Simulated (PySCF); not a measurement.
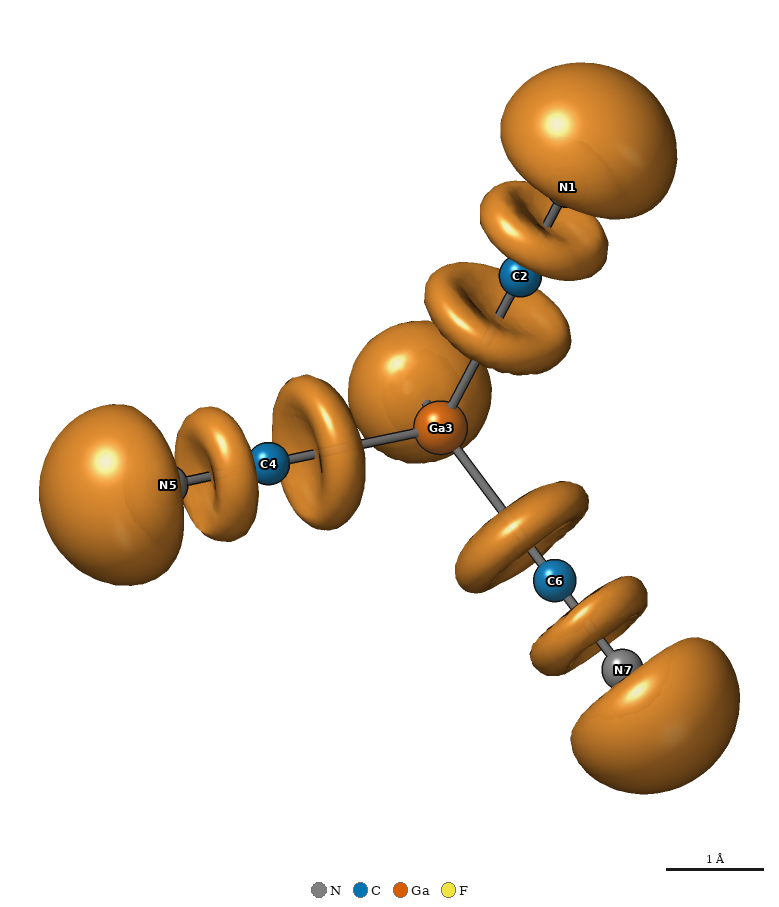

Figure. C3FGaN3 (charge −1). Isosurface of the ELF at 0.8 (orange), seen at a tilt. Core shells and regions of very low density are left out.

Geometry: PBE0-D3(BJ)/ma-def2-SVP.

Theory: DFT single point, gas phase, functional wB97X in PySCF.

Input

```
{"job": {"kind": "sp", "xc": "wB97X", "basis": "ma-def2-SVP", "d3": "d3bj", "grid": 2}, "charge": -1, "multiplicity": 1}
N     -2.040159    -2.145062     0.492331
C     -1.339949    -1.316269     0.076732
Ga    -0.137186     0.093206    -0.619640
C      1.741174    -0.527718    -0.572231
N      2.846176    -0.885691    -0.545629
C     -0.341789     1.743201     0.453947
N     -0.469942     2.709602     1.086002
F     -0.583688     0.455345    -2.322708
```

Launched as:

```sh
OMP_NUM_THREADS=1 python redox_run.py task.json out
```

Where are the electrons localised?

At this value the surface marks out three regions between bonded C–N atoms (shared pairs), three lobes of the valence shell of C pointing towards Ga (polar bonds), three lobes on N, pointing away from the bonds (lone pairs) and one region wrapped around F (its valence shell).

Values along the shortest contacts:
C–N (1.16 Å): the ELF peaks at about 0.85 between the atoms; a multiple bond. Ga–F (1.80 Å): the ELF peaks at about 0.85 in the valence shell of F, 0.6 Å from its nucleus, and is about 0.15 at the midpoint.
